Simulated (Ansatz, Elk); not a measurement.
# How far do independent atoms describe ZnCd2SnTe4?

Structure refinements treat a crystal as free atoms side by side. For a made-up structure of ZnCd2SnTe4 (cell and positions from a PBEsol relaxation) the runs below show what the calculated density changes in F(hkl).

Program: Elk 11.2.3 (patched build). Level of theory: DFT, PBE, all-electron APW+lo, Dirac cores, scalar-relativistic bands, static density, no spin. Results are calculated unless marked as measured.

The structure was built from a prototype and need not be the compound's stable phase.

**1. The structure**

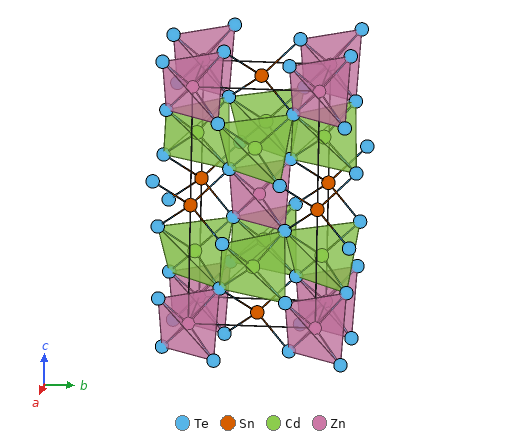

The starting structure, seen slightly off an axis (tellurium blue, tin orange, cadmium green, zinc pink). This picture shows the conventional cell, with its axes. Some periodic images of atoms are drawn too.

**2. Ground state and structure factors**

An all-electron density is needed, since X-rays see the cores too. Task 0 finds the density and task 195 Fourier-transforms it; tshift is off so that phases refer to the origin typed.

Contents of elk.in:

```
tasks
  0
  195

xctype
  20

spinpol
  .false.

rgkmax
  7.0

gmaxvr
  14.0

lmaxo
  7

lmaxapw
  8

swidth
  0.002

tshift
  .false.

ramdisk
  .false.

hmaxvr
  5.5

maxscl
  120

epspot
  1e-06

sppath
  './'

avec
  -6.27429383922 6.27429383922 11.93501308599
  6.27429383922 -6.27429383922 11.93501308599
  6.27429383922 6.27429383922 -11.93501308599

atoms
  4
  'Te.in'
  4
  0.6509930434 0.6509930434 0.5557295860   0.000000 0.000000 0.000000
  0.0952634574 0.0952634574 0.4442704140   0.000000 0.000000 0.000000
  0.3490069566 0.9047365426 0.0000000000   0.000000 0.000000 0.000000
  0.9047365426 0.3490069566 0.0000000000   0.000000 0.000000 0.000000
  'Sn.in'
  1
  0.5000000000 0.5000000000 -0.0000000000   0.000000 0.000000 0.000000
  'Cd.in'
  2
  0.2500000000 0.7500000000 0.5000000000   0.000000 0.000000 0.000000
  0.7500000000 0.2500000000 0.5000000000   0.000000 0.000000 0.000000
  'Zn.in'
  1
  -0.0000000000 -0.0000000000 -0.0000000000   0.000000 0.000000 0.000000

ngridk
  5 5 5
```

Command:

```sh
> OMP_NUM_THREADS=4 elk
```

Numbers of over 12 decimals in the logs are rounded to 6 here.

Output:

```text
┌─────────────────────────┐
│ Elk code version 11.2.3 │
└─────────────────────────┘

All units are atomic (Hartree, Bohr, etc.)

┌─────────────────────────────────────────────────┐
│ Ground-state run starting from atomic densities │
└─────────────────────────────────────────────────┘

Lattice vectors :
  -6.274293839       6.274293839       11.93501309
   6.274293839      -6.274293839       11.93501309
   6.274293839       6.274293839      -11.93501309

Reciprocal lattice vectors :
 -0.2210965240E-16  0.5007085632      0.2632249023
  0.5007085632     -0.2210965240E-16  0.2632249023
  0.5007085632      0.5007085632     -0.5465497380E-17

Unit cell volume      :    1879.371335
Brillouin zone volume :   0.1319857384

Muffin-tin inner radius fraction :   0.1000000000E-01

Nuclei treated as point charges

Species : 1 (Te)
 parameters loaded from : Te.in
 name : tellurium
 nuclear charge    :   -52.00000000
 electronic charge :    52.00000000
 atomic mass :    232600.5708
 muffin-tin radius :    2.558955753
 number of radial points in muffin-tin :   1193
 inner part over the whole radius :   0.9903748558E-02
 number on inner part of muffin-tin    :    850
 approximate nuclear radius :   0.8944870508E-04
 number of mesh points to nuclear radius :    430
 atomic positions (lattice), magnetic fields (Cartesian) :
  1 :   0.65099304  0.65099304  0.55572959    0.00000000  0.00000000  0.00000000
  2 :   0.09526346  0.09526346  0.44427041    0.00000000  0.00000000  0.00000000
  3 :   0.34900696  0.90473654  0.00000000    0.00000000  0.00000000  0.00000000
  4 :   0.90473654  0.34900696  0.00000000    0.00000000  0.00000000  0.00000000

Species : 2 (Sn)
 parameters loaded from : Sn.in
 name : tin
 nuclear charge    :   -50.00000000
 electronic charge :    50.00000000
 atomic mass :    216395.0922
 muffin-tin radius :    2.600000000
 number of radial points in muffin-tin :   1193
 inner part over the whole radius :   0.9914297220E-02
 number on inner part of muffin-tin    :    850
 approximate nuclear radius :   0.8828114845E-04
 number of mesh points to nuclear radius :    428
 atomic positions (lattice), magnetic fields (Cartesian) :
  1 :   0.50000000  0.50000000  0.00000000    0.00000000  0.00000000  0.00000000

Species : 3 (Cd)
 parameters loaded from : Cd.in
 name : cadmium
 nuclear charge    :   -48.00000000
 electronic charge :    48.00000000
 atomic mass :    204912.7176
 muffin-tin radius :    2.600000000
 number of radial points in muffin-tin :   1193
 inner part over the whole radius :   0.9972693929E-02
 number on inner part of muffin-tin    :    850
 approximate nuclear radius :   0.8708852602E-04
 number of mesh points to nuclear radius :    426
 atomic positions (lattice), magnetic fields (Cartesian) :
  1 :   0.25000000  0.75000000  0.50000000    0.00000000  0.00000000  0.00000000
  2 :   0.75000000  0.25000000  0.50000000    0.00000000  0.00000000  0.00000000

Species : 4 (Zn)
 parameters loaded from : Zn.in
 name : zinc
 nuclear charge    :   -30.00000000
 electronic charge :    30.00000000
 atomic mass :    119233.3130
 muffin-tin radius :    2.362113003
 number of radial points in muffin-tin :    993
 inner part over the whole radius :   0.9890055312E-02
 number on inner part of muffin-tin    :    701
 approximate nuclear radius :   0.7484757725E-04
 number of mesh points to nuclear radius :    338
 atomic positions (lattice), magnetic fields (Cartesian) :
  1 :   0.00000000  0.00000000  0.00000000    0.00000000  0.00000000  0.00000000

Total number of atoms per unit cell :    8
Total muffin-tin volume :    556.8341784
 ratio of muffin-tin to unit cell volume :   0.2962874702

Spin treatment :
 spin-unpolarised

Number of Bravais lattice symmetries :   16
Number of crystal symmetries         :    8
Crystal has no inversion symmetry
Complex Hermitian eigensolver will be used

k-point grid :      5     5     5
k-point offset :    0.000000000       0.000000000       0.000000000
[...]
(states/Hartree/unit cell)

Estimated indirect band gap :   0.2946013334E-01
 from k-point 15 to k-point 1
Estimated direct band gap   :   0.5926941097E-01
 at k-point 20

Charges :
 core                        :    246.0000000
 valence                     :    138.0000000
 interstitial                :    14.46152572
 muffin-tins (core leakage)
  species : 1 (Te)
[...]
species : 2 (Sn)
[...]
species : 3 (Cd)
[...]
species : 4 (Zn)
[...]
total in muffin-tins        :    369.5384743
 total calculated charge     :    383.9969852
 total charge                :    384.0000000
 error                       :   0.3014847263E-02

RMS change in Kohn-Sham potential (target) :   0.1192015593     (  0.1000000000E-05)
Absolute change in total energy (target)   :   0.4164105251     (  0.1000000000E-03)

[... loops 3 to 15 left out ...]

┌──────────────────┐
│ Loop number : 16 │
└──────────────────┘

Energies :
 Fermi                       :     0.154496
 sum of occupied eigenvalues :     -28022.687000779
 electron kinetic            :      48820.255438396
 core electron kinetic       :      47327.098525924
 Coulomb                     :     -93923.910021524
 Coulomb potential           :     -75210.255723694
 nuclear-nuclear             :     -4085.5399332974
 electron-nuclear            :     -104539.80735838
 Hartree                     :      14701.437270157
 Madelung                    :     -56318.782159677
 xc potential                :     -1632.6867154805
 exchange                    :     -1230.7470416031
 correlation                 :     -20.506357180141
 electron entropic           :    -0.10265071104305E-04
 total energy                :     -46354.907992176

Density of states at Fermi energy :   0.3994833867
 (states/Hartree/unit cell)

Estimated indirect band gap :   0.1940502402E-01
 from k-point 15 to k-point 1
Estimated direct band gap   :   0.5472348526E-01
 at k-point 20

Charges :
 core                        :    246.0000000
 valence                     :    138.0000000
 interstitial                :    14.34354999
 muffin-tins (core leakage)
  species : 1 (Te)
[...]
species : 2 (Sn)
[...]
species : 3 (Cd)
[...]
species : 4 (Zn)
[...]
total in muffin-tins        :    369.6564500
 total calculated charge     :    383.9969877
 total charge                :    384.0000000
 error                       :   0.3012348342E-02

RMS change in Kohn-Sham potential (target) :   0.1083245271E-06 (  0.1000000000E-05)
Absolute change in total energy (target)   :   0.9510396922E-05 (  0.1000000000E-03)

Convergence targets achieved

┌──────────────────┐
│ Loop number : 17 │
└──────────────────┘

Energies :
 Fermi                       :     0.154496
 sum of occupied eigenvalues :     -28022.687016773
 electron kinetic            :      48820.255425567
 core electron kinetic       :      47327.098519641
 Coulomb                     :     -93923.910022216
 Coulomb potential           :     -75210.255724565
 nuclear-nuclear             :     -4085.5399332974
 electron-nuclear            :     -104539.80735840
 Hartree                     :      14701.437269478
 Madelung                    :     -56318.782159934
 xc potential                :     -1632.6867177750
 exchange                    :     -1230.7470415503
 correlation                 :     -20.506357189153
 electron entropic           :    -0.10265129700040E-04
 total energy                :     -46354.908005654

Density of states at Fermi energy :   0.3994861618
 (states/Hartree/unit cell)

Estimated indirect band gap :   0.1940499412E-01
 from k-point 15 to k-point 1
Estimated direct band gap   :   0.5472347209E-01
 at k-point 20

Charges :
 core                        :    246.0000000
 valence                     :    138.0000000
 interstitial                :    14.34354985
 muffin-tins (core leakage)
  species : 1 (Te)
[...]
species : 2 (Sn)
[...]
species : 3 (Cd)
   atom 1                    :    46.62414371     (  0.2427981420E-03)
   atom 2                    :    46.62414371     (  0.2427981420E-03)
  species : 4 (Zn)
   atom 1                    :    28.83276315     (  0.1016844575E-03)
 total in muffin-tins        :    369.6564502
 total calculated charge     :    383.9969877
 total charge                :    384.0000000
 error                       :   0.3012348368E-02

┌──────────────────────────────┐
│ Self-consistent loop stopped │
└──────────────────────────────┘

Warning : core states of species 1 leak from the muffin-tin :   0.5052398966E-03

Warning : core states of species 3 leak from the muffin-tin :   0.2427981420E-03

Warning : core states of species 4 leak from the muffin-tin :   0.1016844575E-03

Wrote STATE.OUT
```

Elapsed: 3.1 min, on 4 threads of Intel Xeon Platinum 8259CL at 2.50GHz (Skylake/Cascade Lake), shared host; peak memory 0.59 GiB; 8.6 min of CPU time.

SFACRHO.OUT:

```text

h k l indices transformed by vhmat matrix:
   1.000000000       0.000000000       0.000000000    
   0.000000000       1.000000000       0.000000000    
   0.000000000       0.000000000       1.000000000    

      h      k      l  multipl.   |H|            Re(F)            Im(F)           |F|

      0      0      0      1   0.0000000       384.00000     -0.99717157E-16   384.00000    
      1      1     -1      2  0.52644980      -20.187203     -0.14387941E-13   20.187203    
      1      0     -1      8  0.56568226       5.1599966      0.26111699E-13   5.1599966    
      0      0     -1      4  0.70810884      -9.2770872     -0.10781867E-13   9.2770872    
     -1     -1      0      4  0.88236474       156.76525      -179.04991       237.97944    
      0     -2      1      4  0.88236474       156.76525       179.04991       237.97944    
     -1     -2      2      8  0.93503754      -40.788676     -0.84717256E-13   40.788676    
     -1      1     -1      4   1.0014171      -15.818402     -0.12461925E-13   15.818402    
     -2     -2      2      2   1.0528996      -26.026197      0.64762252E-14   26.026197    
      2      0      0      8   1.1313645      -10.049325      0.10066039E-13   10.049325    
     -2      1      1      8   1.1501446      -36.575202       41.908812       55.624580    
     -1      0     -1      8   1.1501446      -36.575202      -41.908812       55.624580    
      1      3     -2      4   1.2688639      -18.542031       7.6348551       20.052380    
     -3     -1      2      4   1.2688639      -18.542031      -7.6348551       20.052380    
     -1     -2      0      8   1.3700845       3.7246314      -37.892224       38.074841    
      1      2      0      8   1.3700845       3.7246314       37.892224       38.074841    
     -3     -2      2      8   1.4081523      -34.837321      0.38873469E-17   34.837321    
      2     -2      0      4   1.4162177       283.36691     -0.55216712E-13   283.36691
```

Elk indexes on the primitive cell of elk.in and gives |H| = 4π sin θ/λ in inverse bohr. Below, one row stands for each form hkl of the conventional cell (m members, Friedel mates merged), F is for one primitive cell and the density is static (no thermal factor). Free-atom factors are Waasmaier and Kirfel's, and R is Σm||F|−|F'||/Σm|F|.

```tsv
hkl	m	sin θ/λ (Å⁻¹)	abs F, DFT	neutral atoms	diff.	abs of complex diff.
002	2	0.079	20.187	20.213	-0.026	0.026
101	8	0.085	5.160	5.115	+0.045	0.045
110	4	0.106	9.277	9.408	-0.131	0.131
112	8	0.133	237.979	237.586	+0.393	0.648
103	8	0.141	40.789	40.605	+0.184	0.184
200	4	0.151	15.818	15.220	+0.599	0.599
004	2	0.158	26.026	25.524	+0.502	0.502
202	8	0.170	10.049	10.140	-0.091	0.091
211	16	0.173	55.625	55.535	+0.090	0.115
114	8	0.191	20.052	20.144	-0.092	0.096
213	16	0.206	38.075	38.197	-0.122	0.175
105	8	0.212	34.837	34.701	+0.137	0.137
220	4	0.213	283.367	283.798	-0.431	0.431
204	8	0.218	290.070	290.527	-0.457	0.457
222	8	0.227	24.622	24.658	-0.036	0.064
301	8	0.229	71.388	71.271	+0.117	0.117
006	2	0.237	1.314	1.248	+0.066	0.066
310	8	0.238	26.111	26.100	+0.011	0.011
312	16	0.251	185.973	186.519	-0.545	0.574
303	8	0.255	41.260	41.504	-0.244	0.244
215	16	0.260	38.546	38.589	-0.043	0.291
116	8	0.260	196.276	196.793	-0.517	0.557
```

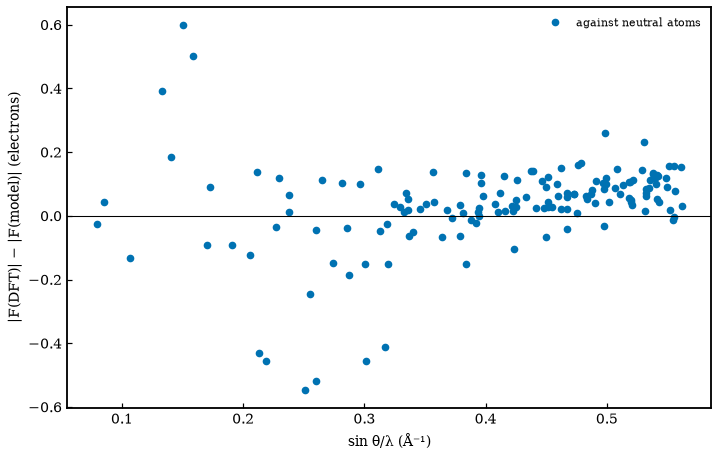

Difference between the calculated structure factors and the independent-atom ones.

**3. The highest occupied states alone**

An energy window below the Fermi level keeps the highest occupied states, to see at which angles they scatter; shallow core shells can lie inside it and anion s states outside. No new self-consistency is needed.

elk.in: that of step 2 with these lines changed.

```diff
@@ -1,3 +1,2 @@
 tasks
-  0
   195
@@ -40,2 +39,5 @@
 
+wsfac
+  -0.396740 0.454500
+
 sppath
```

Command:

```sh
> OMP_NUM_THREADS=4 elk
```

Output:

```text
┌─────────────────────────────────┐
│ Elk code version 11.2.3 started │
└─────────────────────────────────┘

Info(readinput): the functional depends on the density's gradient
 muffin-tin radial points multiplied by    2.00000
 (not where nrmtscf is given)

┌────────────────────┐
│ Current task : 195 │
└────────────────────┘
Info(checkmt): changed muffin-tin radius of species 1 (Te) from   2.6000 to   2.5590
Info(checkmt): changed muffin-tin radius of species 4 (Zn) from   2.4000 to   2.3621

Info(sfacrho): density structure factors written to SFACRHO.OUT

 Energy window :  -0.3967400000      0.4545000000

┌──────────────────┐
│ Elk code stopped │
└──────────────────┘
```

Run time: 61 s. Hardware: 4 threads; peak memory 0.35 GiB.

States within 15 eV below the Fermi level hold 64.00 electrons; any levels below the window count with the cores. Their amplitudes can exceed the total, where window and core parts have opposite phase:

```tsv
hkl	sin θ/λ (Å⁻¹)	abs F, window	abs F, all
002	0.079	7.616	20.187
101	0.085	10.289	5.160
110	0.106	6.108	9.277
112	0.133	28.759	237.979
103	0.141	6.859	40.789
200	0.151	17.605	15.818
004	0.158	17.246	26.026
202	0.170	4.529	10.049
211	0.173	7.248	55.625
114	0.191	4.027	20.052
```

**4. Another functional**

The difference from free atoms is small, so it is set against the change that LDA (Perdew-Wang) makes.

elk.in: that of step 3 with these lines changed.

```diff
@@ -1,2 +1,3 @@
 tasks
+  0
   195
@@ -4,3 +5,3 @@
 xctype
-  20
+  3
 
@@ -39,5 +40,2 @@
 
-wsfac
-  -0.396740 0.454500
-
 sppath
```

Command:

```sh
> OMP_NUM_THREADS=4 elk
```

Output:

```text
┌─────────────────────────┐
│ Elk code version 11.2.3 │
└─────────────────────────┘

All units are atomic (Hartree, Bohr, etc.)

┌─────────────────────────────────────────────────┐
│ Ground-state run starting from atomic densities │
└─────────────────────────────────────────────────┘

Lattice vectors :
  -6.274293839       6.274293839       11.93501309
   6.274293839      -6.274293839       11.93501309
   6.274293839       6.274293839      -11.93501309

Reciprocal lattice vectors :
 -0.2210965240E-16  0.5007085632      0.2632249023
[...]
species : 4 (Zn)
   atom 1                    :    28.84896452     (  0.1028291462E-03)
 total in muffin-tins        :    369.7156190
 total calculated charge     :    383.9969576
 total charge                :    384.0000000
 error                       :   0.3042354424E-02

┌──────────────────────────────┐
│ Self-consistent loop stopped │
└──────────────────────────────┘

Warning : core states of species 1 leak from the muffin-tin :   0.5093781137E-03

Warning : core states of species 3 leak from the muffin-tin :   0.2428504874E-03

Warning : core states of species 4 leak from the muffin-tin :   0.1028291462E-03

Wrote STATE.OUT
[key lines of the parts left out:]
total energy                :     -46314.404918534
```

Elapsed: 2.1 min, on 4 threads; peak memory 0.4 GiB; 6.2 min of CPU time.

Against the first run R = 0.03 %; the largest change is -0.096 at 228.

**5. A coarser k-mesh**

About half the k-points along each axis test the sampling.

elk.in: that of step 4 with these lines changed.

```diff
@@ -5,3 +5,3 @@
 xctype
-  3
+  20
 
@@ -68,2 +68,2 @@
 ngridk
-  5 5 5
+  2 2 2
```

Command:

```sh
> OMP_NUM_THREADS=4 elk
```

Output:

```text
┌─────────────────────────┐
│ Elk code version 11.2.3 │
└─────────────────────────┘

All units are atomic (Hartree, Bohr, etc.)

┌─────────────────────────────────────────────────┐
│ Ground-state run starting from atomic densities │
└─────────────────────────────────────────────────┘

Lattice vectors :
  -6.274293839       6.274293839       11.93501309
   6.274293839      -6.274293839       11.93501309
   6.274293839       6.274293839      -11.93501309

Reciprocal lattice vectors :
 -0.2210965240E-16  0.5007085632      0.2632249023
[...]
species : 4 (Zn)
   atom 1                    :    28.83459779     (  0.1016978748E-03)
 total in muffin-tins        :    369.6723680
 total calculated charge     :    383.9970478
 total charge                :    384.0000000
 error                       :   0.2952186882E-02

┌──────────────────────────────┐
│ Self-consistent loop stopped │
└──────────────────────────────┘

Warning : core states of species 1 leak from the muffin-tin :   0.5055691044E-03

Warning : core states of species 3 leak from the muffin-tin :   0.2427870131E-03

Warning : core states of species 4 leak from the muffin-tin :   0.1016978748E-03

Wrote STATE.OUT
[key lines of the parts left out:]
total energy                :     -46354.901257955
```

Run time: 1.7 min. Hardware: 4 threads; peak memory 0.51 GiB.

Against the first run R = 0.00 %; the largest change is +0.028 at 200.

**6. Settings against the effect**

```tsv
run	R against the first run (%)	R against neutral atoms, low angle (%)	wall time
PBE, rgkmax 7	0.00	0.27	3.1 min
LDA (Perdew-Wang)	0.03	0.27	2.1 min
k-mesh 2×2×2	0.00	0.27	1.7 min
```

**7. Outcome**

| Property | Result |
| --- | --- |
| R against neutral atoms, sin θ/λ < 0.3 Å⁻¹ | 0.27 % |
| R against neutral atoms, 0.3 to 0.56 Å⁻¹ | 0.12 % |

Independent neutral atoms miss the calculated amplitudes by R = 0.27 % below 0.3 Å⁻¹ and 0.12 % from there to 0.56 Å⁻¹; by shells, 0.24 % below 0.15 Å⁻¹ (5 forms), 0.28 % 0.15 to 0.3 (23 forms), 0.09 % 0.3 to 0.45 (54 forms), 0.15 % above 0.45 (67 forms). Bonding, aspherical density and the tables' own atoms all enter these figures, and the runs don't part them. The largest change of an amplitude is +0.60 electrons, at 200. R counts amplitudes alone; phases shift too. The window's part falls from 64.0 electrons at the origin to at most 4.37 between 0.45 and 0.56 Å⁻¹, where compact states inside the window still scatter. Below 0.3 Å⁻¹ the changes that finished (LDA (Perdew-Wang) and k-mesh 2×2×2) move F by R = 0.02 % at most, against the 0.27 % that separates it from free atoms. The basis has no finished test. Part of the difference isn't bonding: the tables are fits to free atoms and ions calculated by other methods than this functional. Thermal motion, anomalous dispersion and extinction are left out.

[Logs are printed without paths, hosts, clocks, repeated set-up lines and the standing remarks that a program may print on its own settings, such as how far it seeks lower states.]

[Hosts, paths, dates, database ids (printed as entryN), source tags and the programs' standing remarks are cut or masked in the printed files.]
